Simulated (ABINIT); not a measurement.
# CsSrF3 (Pm-3m): G0W0 with ABINIT, start to end

How does a plane-wave GW calculation on CsSrF3 (Pm-3m) run from the first input to the gap?

Calculated with ABINIT 10.8.3; LDA and many-body steps on it, plane waves.

## 1. Starting point

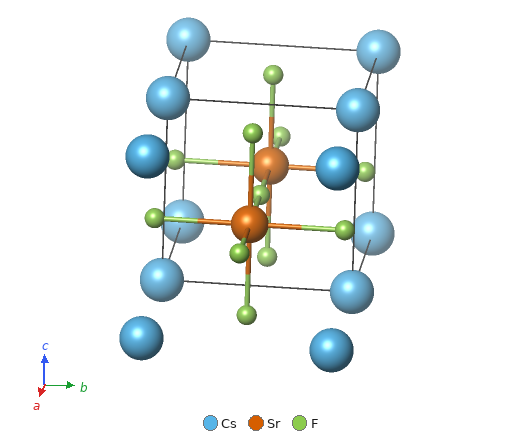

The starting structure, seen slightly off an axis (caesium blue, strontium orange, fluorine green). 2×1×1 cells are drawn. Some periodic images of atoms are drawn too.

The cell and positions are those that the Materials Project relaxed with its own functionals (PBE, PBE+U or r2SCAN), kept fixed. Spin-orbit coupling is left out unless a step names it.

## 2. Ground state

This step: ABINIT 10.8.3; DFT, LDA, plane waves, norm-conserving pseudopotentials.

The ground-state density comes first.

Contents of run.abi:

```
acell 3*1.0 Angstrom
rprim 
  4.763247010000 0.000000000000 0.000000000000
  0.000000000000 4.763247010000 0.000000000000
  0.000000000000 0.000000000000 4.763247010000
ntypat 3
znucl 55 38 9
natom 5
typat 1 2 3 3 3
xred 
  0.000000000000 0.000000000000 0.000000000000
  0.500000000000 0.500000000000 0.500000000000
  0.000000000000 0.500000000000 0.500000000000
  0.500000000000 0.000000000000 0.500000000000
  0.500000000000 0.500000000000 0.000000000000
pp_dirpath "pseudos"
pseudos "Cs.upf, Sr.upf, F.upf"
ecut 36
ngkpt 4 4 4
nshiftk 1
shiftk 0 0 0
kptopt 1
chksymbreak 0
nband 26
occopt 1
tolvrs 1e-10
nstep 60
prtwf 0
optforces 0
optstress 0
indata_prefix "in"
outdata_prefix "out"
tmpdata_prefix "tmp"
```

The run is started by

```sh
> OMP_NUM_THREADS=1 mpirun -n 8 abinit run.abi > log
```

Numbers of over 12 decimals in the logs are rounded to 6 here.

Log:

```text
.Version 10.8.3 of ABINIT. v10.8.2 released Aug 2026.

 Symmetries : space group Pm -3 m (#221); Bravais cP (primitive cubic)
================================================================================
 Values of the parameters that define the memory need of the present run
     intxc =       0    ionmov =       0      iscf =       7    lmnmax =       8
     lnmax =       8     mgfft =      50  mpssoang =       4    mqgrid =    3001
     natom =       5  nloc_mem =       1    nspden =       1   nspinor =       1
    nsppol =       1      nsym =      48    n1xccc =    2501    ntypat =       3
    occopt =       1   xclevel =       1
-    mband =          26        mffmem =           1         mkmem =           2
       mpw =        7532          nfft =      125000          nkpt =          10
================================================================================
  Rough estimation (10% accuracy) of disk space for files :
================================================================================

--------------------------------------------------------------------------------
------------- Echo of variables that govern the present computation ------------
--------------------------------------------------------------------------------
 -outvars: echo values of preprocessed input variables --------
            acell      1.8897261259E+00  1.8897261259E+00  1.8897261259E+00 Bohr

      chksymbreak           0
             ecut      3.60000000E+01 Hartree
-          fftalg         312

              ixc       -1012
              kpt      0.00000000E+00  0.00000000E+00  0.00000000E+00
                       2.50000000E-01  0.00000000E+00  0.00000000E+00
                       5.00000000E-01  0.00000000E+00  0.00000000E+00
                       2.50000000E-01  2.50000000E-01  0.00000000E+00
                       5.00000000E-01  2.50000000E-01  0.00000000E+00
                       5.00000000E-01  5.00000000E-01  0.00000000E+00
                       2.50000000E-01  2.50000000E-01  2.50000000E-01
                       5.00000000E-01  2.50000000E-01  2.50000000E-01
                       5.00000000E-01  5.00000000E-01  2.50000000E-01
                       5.00000000E-01  5.00000000E-01  5.00000000E-01
         kptrlatt        4    0    0      0    4    0      0    0    4
          kptrlen      3.60049293E+01
P           mkmem           2
            natom           5
            nband          26
            ngfft          50      50      50
             nkpt          10
            nstep          60
             nsym          48
           ntypat           3
              occ      2.000000  2.000000  2.000000  2.000000  2.000000  2.000000
                       2.000000  2.000000  2.000000  2.000000  2.000000  2.000000
                       2.000000  2.000000  2.000000  2.000000  2.000000  2.000000
                       2.000000  2.000000  0.000000  0.000000  0.000000  0.000000
                       0.000000  0.000000
        optforces           0
        optstress           0
            prtwf           0
            rprim      4.7632470100E+00  0.0000000000E+00  0.0000000000E+00
                       0.0000000000E+00  4.7632470100E+00  0.0000000000E+00
[...]
spgroup         221

           tolvrs      1.00000000E-10

             xred      0.0000000000E+00  0.0000000000E+00  0.0000000000E+00
[...]
znucl       55.00000   38.00000    9.00000

================================================================================

 chkinp: Checking input parameters for consistency.

================================================================================
== DATASET  1 ==================================================================
-   mpi_nproc: 8, omp_nthreads: 1 (-1 if OMP is not activated)
-    --> not optimal distribution: autoparal keyword recommended in input file <--

--- !DatasetInfo
iteration_state: {dtset: 1, }
dimensions: {natom: 5, nkpt: 10, mband: 26, nsppol: 1, nspinor: 1, nspden: 1, mpw: 7532, }
cutoff_energies: {ecut:  36.0, pawecutdg:  -1.0, }
electrons: {nelect:   4.00000000E+01, charge:   0.00000000E+00, occopt:   1.00000000E+00, tsmear:   1.00000000E-02, }

 Real(R)+Recip(G) space primitive vectors, cartesian coordinates (Bohr,Bohr^-1):
 R(1)=  9.0012323  0.0000000  0.0000000  G(1)=  0.1110959  0.0000000  0.0000000
 R(2)=  0.0000000  9.0012323  0.0000000  G(2)=  0.0000000  0.1110959  0.0000000
 R(3)=  0.0000000  0.0000000  9.0012323  G(3)=  0.0000000  0.0000000  0.1110959
 Unit cell volume ucvol=  7.2929949E+02 bohr^3
 Angles (23,13,12)=  9.00000000E+01  9.00000000E+01  9.00000000E+01 degrees

 getcut: wavevector=  0.0000  0.0000  0.0000  ngfft=  50  50  50
         ecut(hartree)=     36.000   => boxcut(ratio)=   2.05661

--- Pseudopotential description ------------------------------------------------
- Cs Generated using ONCVPSP code by D. R. Hamann
- 55.00000   9.00000  201201                  znucl, zion, pspdat
12 -1012 3 -1 2328                            pspcod,pspxc,lmax,lloc,mmax
     nproj     2     2     2     2
  pspatm : epsatm=   21.68725381
         --- l  ekb(1:nproj) -->
[...]
pspatm: atomic psp has been read  and splines computed

- Sr Generated using ONCVPSP code by D. R. Hamann
- 38.00000  10.00000  180309                  znucl, zion, pspdat
12 -1012 2 -1 1812                            pspcod,pspxc,lmax,lloc,mmax
     nproj     2     2     2     0
  pspatm : epsatm=   12.22067766
         --- l  ekb(1:nproj) -->
[...]
pspatm: atomic psp has been read  and splines computed

- F Generated using ONCVPSP code by D. R. Hamann
-  9.00000   7.00000  201202                  znucl, zion, pspdat
12 -1012 2 -1 824                             pspcod,pspxc,lmax,lloc,mmax
     nproj     2     2     1     0
  pspatm : epsatm=    4.94580260
         --- l  ekb(1:nproj) -->
[...]
2   -2.364936
 pspatm: atomic psp has been read  and splines computed

   1.94981357E+03                                ecore*ucvol(ha*bohr**3)
--------------------------------------------------------------------------------

_setup2: Arith. and geom. avg. npw (full set) are    7521.141    7521.132

================================================================================

--- !BeginCycle
iteration_state: {dtset: 1, }
solver: {iscf: 7, nstep: 60, nline: 4, wfoptalg: 0, }
tolerances: {tolvrs: 1.00E-10, }

     iter   Etot(hartree)      deltaE(h)  residm     vres2
 ETOT  1  -131.49270950142    -1.315E+02 1.562E-01 9.048E+02
 ETOT  2  -131.52709857062    -3.439E-02 1.771E-02 6.233E+02
 ETOT  3  -131.79984544856    -2.727E-01 7.199E-03 8.679E+01
 ETOT  4  -131.81282399583    -1.298E-02 8.772E-04 3.285E+00
 ETOT  5  -131.81369641288    -8.724E-04 1.700E-04 1.359E-01
 ETOT  6  -131.81370543248    -9.020E-06 5.714E-05 3.057E-03
 ETOT  7  -131.81370572615    -2.937E-07 2.221E-05 1.262E-04
 ETOT  8  -131.81370574862    -2.248E-08 1.043E-05 1.756E-05
 ETOT  9  -131.81370575228    -3.657E-09 8.317E-06 1.099E-07
 ETOT 10  -131.81370575230    -2.103E-11 6.894E-06 3.742E-09
 ETOT 11  -131.81370575231    -1.342E-11 6.268E-06 2.712E-11

 At SCF step   11       vres2   =  2.71E-11 < tolvrs=  1.00E-10 =>converged.

--- !ResultsGS
iteration_state: {dtset: 1, }
comment   : Summary of ground state results
lattice_vectors:
- [  9.0012323,   0.0000000,   0.0000000, ]
- [  0.0000000,   9.0012323,   0.0000000, ]
- [  0.0000000,   0.0000000,   9.0012323, ]
lattice_lengths: [   9.00123,    9.00123,    9.00123, ]
lattice_angles: [ 90.000,  90.000,  90.000, ] # degrees, (23, 13, 12)
lattice_volume:   7.2929949E+02
convergence: {deltae: -1.342E-11, res2:  2.712E-11, residm:  6.268E-06, diffor:  0.000E+00, }
etotal    :  -1.31813706E+02
entropy   :   0.00000000E+00
fermie    :  -1.78983471E-03
cartesian_stress_tensor: null
pressure_GPa: null
xred      :
- [  0.0000E+00,   0.0000E+00,   0.0000E+00, Cs]
- [  5.0000E-01,   5.0000E-01,   5.0000E-01, Sr]
- [  0.0000E+00,   5.0000E-01,   5.0000E-01,  F]
- [  5.0000E-01,   0.0000E+00,   5.0000E-01,  F]
- [  5.0000E-01,   5.0000E-01,   0.0000E+00,  F]
cartesian_forces: null
force_length_stats: {min: null, max: null, mean: null, }

 Integrated electronic density in atomic spheres:
 ------------------------------------------------
 Atom  Sphere_radius  Integrated_density
[...]
================================================================================

 ----iterations are completed or convergence reached----

 Mean square residual over all n,k,spin=   60.665E-09; max=  62.681E-07
 reduced coordinates (array xred) for    5 atoms
       0.000000000000      0.000000000000      0.000000000000
       0.500000000000      0.500000000000      0.500000000000
       0.000000000000      0.500000000000      0.500000000000
       0.500000000000      0.000000000000      0.500000000000
       0.500000000000      0.500000000000      0.000000000000
 rms dE/dt=  0.0000E+00; max dE/dt=  0.0000E+00; dE/dt below (all hartree)
    1       0.000000000000      0.000000000000      0.000000000000
    2       0.000000000000      0.000000000000      0.000000000000
    3       0.000000000000      0.000000000000      0.000000000000
    4       0.000000000000      0.000000000000      0.000000000000
    5       0.000000000000      0.000000000000      0.000000000000

 cartesian coordinates (angstrom) at end:
    1      0.000000     0.000000     0.000000
    2      2.381624     2.381624     2.381624
    3      0.000000     2.381624     2.381624
    4      2.381624     0.000000     2.381624
    5      2.381624     2.381624     0.000000
 length scales=  1.889726125908  1.889726125908  1.889726125908 bohr
              =  1.000000000000  1.000000000000  1.000000000000 angstroms
 prteigrs : about to open file out_EIG
 Fermi (or HOMO) energy (hartree) =  -0.00179   Average Vxc (hartree)=  -0.34128
 Eigenvalues (hartree) for nkpt=  10  k points:
 kpt#   1, nband= 26, wtk=  0.01563, kpt=  0.0000  0.0000  0.0000 (reduced coord)
  -1.08948   -0.68337   -0.68010   -0.68010   -0.65291   -0.43974   -0.43974   -0.43974
  -0.16924   -0.16924   -0.16924   -0.01383   -0.01383   -0.01383   -0.01117   -0.01117
  -0.01117   -0.00179   -0.00179   -0.00179    0.22150    0.27866    0.27866    0.31332
   0.31332    0.31332
 prteigrs : prtvol=0 or 1, do not print more k-points.

--- !EnergyTerms
iteration_state     : {dtset: 1, }
comment             : Components of total free energy in Hartree
kinetic             :  6.27617150451792E+01
hartree             :  3.71128933480395E+01
xc                  : -3.15057535282616E+01
Ewald energy        : -8.36956558701010E+01
psp_core            :  2.67354301660455E+00
local_psp           : -1.19635390663791E+02
non_local_psp       :  4.74942900016092E-01
total_energy        : -1.31813705752314E+02
total_energy_eV     : -3.58683365974030E+03
band_energy         : -1.15500714485209E+01

== END DATASET(S) ==============================================================
================================================================================

 -outvars: echo values of variables after computation  --------
           etotal     -1.3181370575E+02
            nband          26
             nkpt          10
          spgroup         221
 [... the other variables as echoed above ...]

 Calculation completed.
```

It took 36 s on 8 MPI ranks of Arm Neoverse N1, shared host; peak memory 0.68 GiB.

This step gave:

* total energy: -3586.8337 eV
* gap: 6.076 eV
* k of the valence top: 0, 0, 0
* k of the conduction bottom: 0, 0, 0
* least direct gap: 6.076 eV

The gap is direct, at Γ.

(Part 1 of 3 ends here.)

[Paths, hosts, dates, memory and timing lines, banners, echoed tables and standing remarks are left out of the program output.]

[Logs are printed without paths, hosts, clocks, repeated set-up lines and the standing remarks that a program may print on its own settings, such as how far it seeks lower states.]

[Runs of the session that timed out or met a known fault of the program may be left out.]

[Hosts, paths, dates, database ids (printed as entryN), source tags and the programs' standing remarks are cut or masked in the printed files.]

[G0W0 gaps are taken among the corrected bands and points alone; a level outside them can change the order at an edge.]

[Where Ansatz stands beside ABINIT at settings called matched, ABINIT's density can come from a denser mesh and the files from another edition; pairs whose starting gaps differed by over 0.03 eV were left out, so agreement reads better than it is.]
